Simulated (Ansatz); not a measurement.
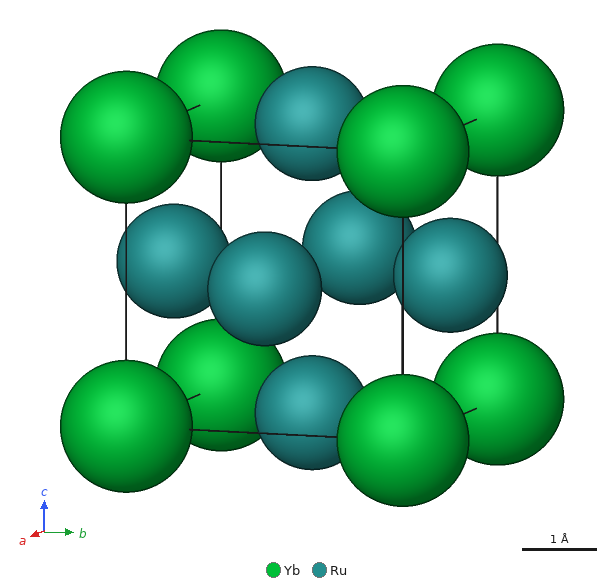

A spheres-only rendering, viewed slightly off an axis. The box is the conventional unit cell; atoms on or close to its faces, edges and corners are drawn wherever they repeat.

YbRu$_{3}$, Cu₃Au (L1₂) type, space group Pm-3m (No. 221), a = 4.001 Å, b = 4.001 Å, c = 4.001 Å, α = 90.00°, β = 90.00°, γ = 90.00°. The cell started as a structure type filled with these elements by a generator (whether the compound takes this form wasn't checked). The cell was then strained or its atoms displaced on purpose. Ansatz was used for an electronic-structure calculation on it.

This one geometry was computed with Ansatz (DFT, plane waves, PAW) at five levels of theory: PBE, PBEsol, LDA, r2SCAN and PBE with spin-orbit coupling.

Question: Which level gives the highest pressure at this volume, and what does that say about its equilibrium volume?

Answer: Highest: PBE (0.1 GPa) and PBE with spin-orbit coupling (-0.1 GPa), which points to the largest equilibrium volume. Lowest, with the smallest volume: LDA (-13.2 GPa). Levels within 0.5 GPa of each other can't be told apart.

Question: How does the band gap change with the level of theory?

Answer: All levels give a metal.

Question: Collect the results in a table.

Answer:
| level | cutoff (eV) | k-mesh of the run's cell | gap (eV) | pressure (GPa) |
| --- | --- | --- | --- | --- |
| PBE | 420 | 8×8×8 | metal | 0.1 |
| PBEsol | 420 | 8×8×8 | metal | -8.2 |
| LDA | 420 | 8×8×8 | metal | -13.2 |
| r2SCAN | 500 | 8×8×8 | metal | -4.4 |
| PBE with spin-orbit coupling | 420 | 8×8×8 | metal | -0.1 |

Gaps are taken on the k-mesh or band path of each run.
